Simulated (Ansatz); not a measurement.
**Pressure series in Mg**

Take Mg in the hcp (Mg type) structure (space group P6_3/mmc, No. 194; a = 3.186 Å, c = 5.224 Å) as the base.

Cell and atoms are relaxed at each pressure.

All numbers come from PBE, PAW, 420 eV (Ansatz, a quantum-chemistry and plane-wave program; no SOC).

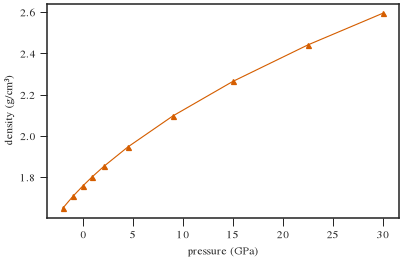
Figure: Density against pressure

```json
[
 {"pressure (GPa)": "-2", "density": "1.65 g/cm³"},
 {"pressure (GPa)": "-1", "density": "1.71 g/cm³"},
 {"pressure (GPa)": "0.9", "density": "1.80 g/cm³"},
 {"pressure (GPa)": "2.1", "density": "1.85 g/cm³"},
 {"pressure (GPa)": "4.5", "density": "1.95 g/cm³"},
 {"pressure (GPa)": "9", "density": "2.10 g/cm³"},
 {"pressure (GPa)": "15", "density": "2.26 g/cm³"},
 {"pressure (GPa)": "22.5", "density": "2.44 g/cm³"},
 {"pressure (GPa)": "30", "density": "2.59 g/cm³"}
]
```

Load acts through the strain it causes; cell and atoms are relaxed under it. Stability against distortions was not tested. No other phases were tried under pressure.
